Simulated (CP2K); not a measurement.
Consider 2-acetylthiophene at its PBE geometry (Å).

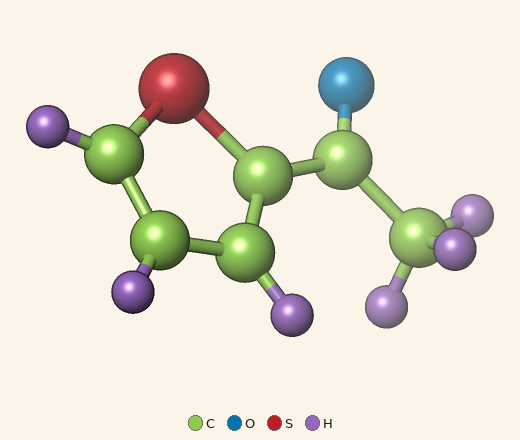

The molecule (carbon green, oxygen blue, sulfur red, hydrogen purple).

```xyz
14

C    -2.3242   -0.2507   -0.3992
C    -1.3297   -0.4541    0.7286
O    -1.6851   -0.8703    1.8371
C     0.0807   -0.1385    0.4609
C     0.6910    0.3471   -0.6884
C     2.0869    0.5211   -0.5373
C     2.5192    0.1644    0.7264
S     1.2415   -0.3770    1.7263
H    -3.3211   -0.5362   -0.0498
H    -2.0529   -0.8589   -1.2739
H    -2.3361    0.8002   -0.7223
H     0.1456    0.5687   -1.6034
H     2.7499    0.8887   -1.3175
H     3.5343    0.1957    1.1125
```

Method: CP2K XAS_TDP, all-electron GAPW, PBEh(45%), aug-cc-pVDZ, TDA, GW2X-corrected core level, no relativity.

Question: Where do the C K-edge lines lie, and how strong are they?

Leading lines: C1 291.00 eV, C2 288.10 eV, C4 286.55 eV, C5 286.70 eV, C6 287.50 eV and C7 286.61 eV. The leading line of an atom is its first one with 35 % of the strongest within 2.5 eV of its lowest line over the strength cut. Core ionisation energies at this level: C5 292.40, C7 292.43, C4 292.08, C6 292.23, C1 292.52 and C2 294.97 eV.

The first six lines of each atom with a strength over 0.0015:

```tsv
atom	energy (eV)	states	strength, one atom	above the computed threshold
C1 (bonded to C and 3 H)	290.33	1	0.0061	
	291.00	1	0.0203	
	291.26	1	0.0184	
	291.67	1	0.0021	
	291.85	1	0.0039	
	292.28	1	0.0089	
C2 (bonded to 2 C and O)	288.10	1	0.0615	
	292.81	1	0.0106	
	294.23	1	0.0043	
	294.51	1	0.0016	
	294.64	1	0.0017	
	294.91	1	0.0029	
C4 (bonded to 2 C and S)	286.55	1	0.0298	
	289.32	1	0.0392	
	289.57	1	0.0211	
	290.70	1	0.0041	
	292.47	1	0.0038	yes
	292.90	1	0.0035	yes
C5 (bonded to 2 C and H)	286.70	1	0.0444	
	289.91	1	0.0086	
	290.27	1	0.0106	
	291.22	1	0.0023	
	291.36	1	0.0029	
	291.60	1	0.0049	
C6 (bonded to 2 C and H)	287.50	1	0.0358	
	288.60	1	0.0182	
	290.13	1	0.0104	
	291.00	1	0.0046	
	291.13	1	0.0020	
	291.41	1	0.0039	
C7 (bonded to C, S and H)	286.61	1	0.0491	
	290.08	1	0.0241	
	290.23	1	0.0040	
	290.40	1	0.0201	
	291.33	1	0.0044	
	291.46	1	0.0030
```

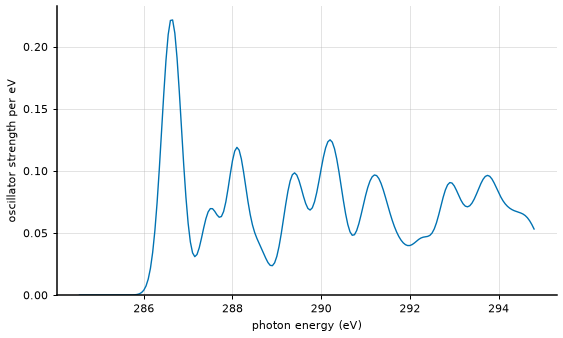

All atoms added, broadened by 0.5 eV.

Lines are vertical, at one geometry, with no vibrational structure. GW2X ionisation energies and lines can be off by 1 to 2 eV either way, and a good line position may hide errors that cancel. These values hold no scalar relativity, about 0.1 eV for C 1s. Rydberg lines, and the discretised continuum above threshold, depend on the basis and the box.

[Banner, clock and machine lines of the logs are left out without a mark of their own.]

[Logs are printed without paths, hosts, clocks, repeated set-up lines and the standing remarks that a program may print on its own settings, such as how far it seeks lower states.]

[Hosts, paths, dates, database ids (printed as entryN), source tags and the programs' standing remarks are cut or masked in the printed files.]
